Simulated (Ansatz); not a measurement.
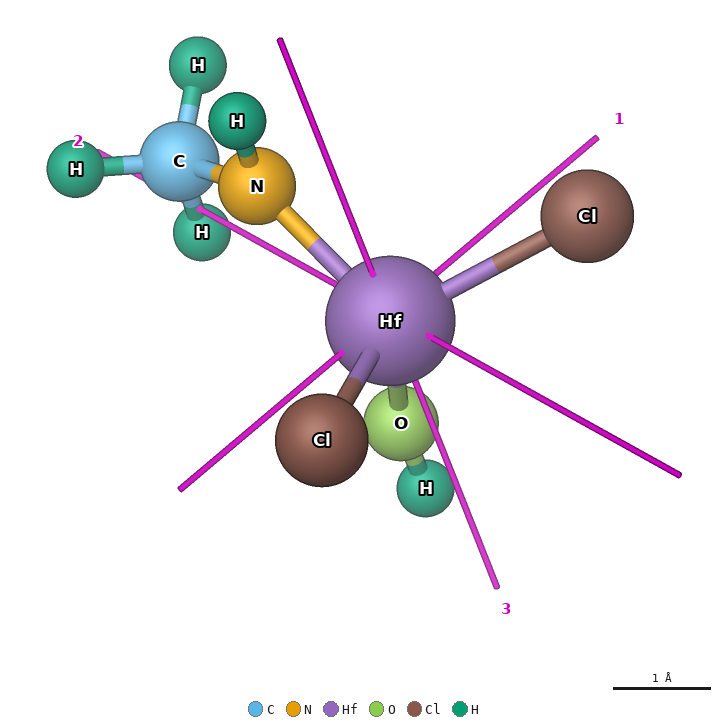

The three principal axes of inertia are drawn and numbered. Depth is shown by fading: the farther an atom, the more it takes the colour of the background. Charge 0, singlet. The computed structure is the end point of a PBE0-D4/def2-TZVP optimisation. Masses are those of the most abundant isotopes; constants are for the rigid equilibrium geometry.

Which line is the a axis (least moment of inertia), which b and which c?

a is line 2, b is line 1, c is line 3; the moments are 368, 416, 569 u Å².

Classify the rotor and give the rotational constants (MHz).

An asymmetric top (Cs): A = 1375, B = 1215, C = 888 MHz. Ray's parameter κ is 0.34, nearer the oblate limit.
